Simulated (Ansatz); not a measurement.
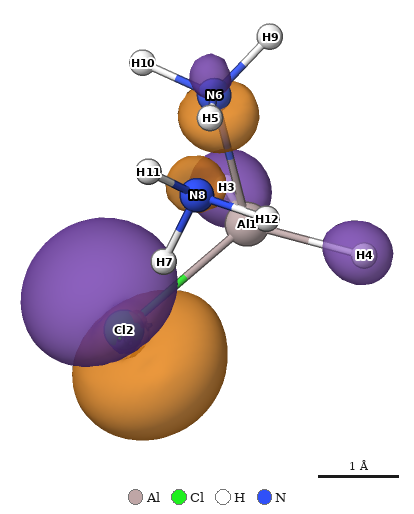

Figure 1: AlClH5N···NH3. The HOMO−1 at ±0.15 Å⁻³ᐟ² (orange and purple are the two phases), seen at an oblique angle.

Computed with RKS PBE0/def2-mTZVP (Ansatz).

Input file:

```
crystal:
  periodic: [false, false, false]
  atoms:
    - { symbol: Al, position_ang: [-1.772198, -0.714362, -1.567075] }
    - { symbol: Cl, position_ang: [-0.126056, 0.415575, -2.498791] }
    - { symbol: H, position_ang: [-1.797464, -2.260097, -1.879696] }
    - { symbol: H, position_ang: [-2.958002, 0.161531, -1.005423] }
    - { symbol: H, position_ang: [0.384057, -0.276562, 1.248892] }
    - { symbol: "N", position_ang: [-0.334604, -0.999884, 1.271772] }
    - { symbol: H, position_ang: [1.366354, 1.307741, -0.52518] }
    - { symbol: "N", position_ang: [1.734047, 1.410614, 0.419197] }
    - { symbol: H, position_ang: [-0.926798, -0.828883, 2.0765] }
    - { symbol: H, position_ang: [0.125174, -1.892064, 1.414196] }
    - { symbol: H, position_ang: [2.741097, 1.303227, 0.352938] }
    - { symbol: H, position_ang: [1.564391, 2.373264, 0.69267] }
basis:
  gaussian: { orbitals: def2-mTZVP }
hamiltonian:
  xc: pbe0
relax:
  f_tol: 0.03
  max_steps: 50
output:
  orbitals: {}
```

Run with:

```sh
ansatz run input.yaml --threads 2 --pin off --max-ram 3072MiB --backend cpu --events-out ev --progress --plain --runs-dir out
```

The fields are those of the run's last geometry, not of the input's.

Q: What is the character of this orbital?

A: By Hirshfeld shares it lies mainly on Cl2 (about 70 %) and Al1 (about 10 %); largely a lone pair of Cl2. Its energy is −8.08 eV.
